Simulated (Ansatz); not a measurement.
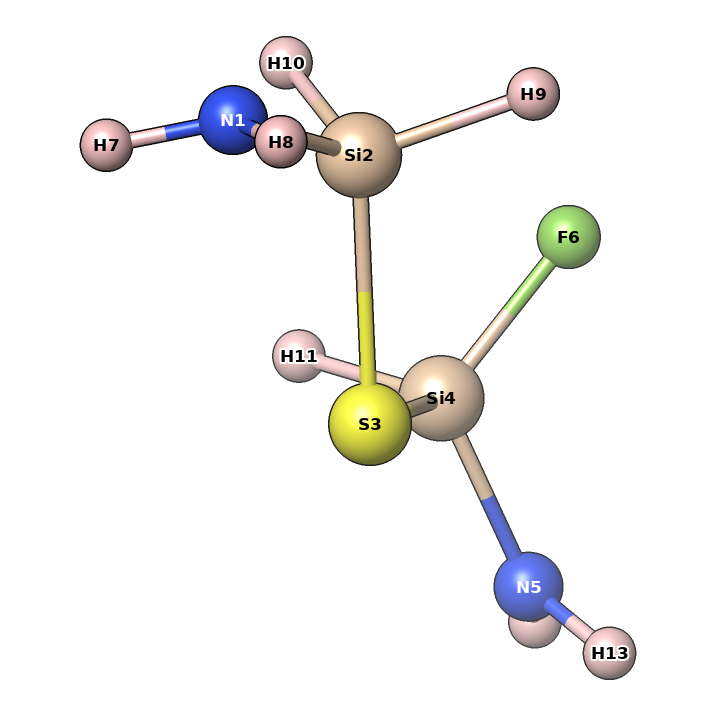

The picture comes from a calculation with Ansatz.

Si4 lies behind S3. The molecule seen a little off the S3–Si4 bond, S3 in front. Atoms fade into the background with distance from the viewer. State: charge +1, doublet. Geometry: the geometry of the neutral molecule.

What is the torsion angle Si2–S3–Si4–F6? The sign is positive where the front bond must turn clockwise to cover the back bond.

Answer. 36°, synclinal (gauche).
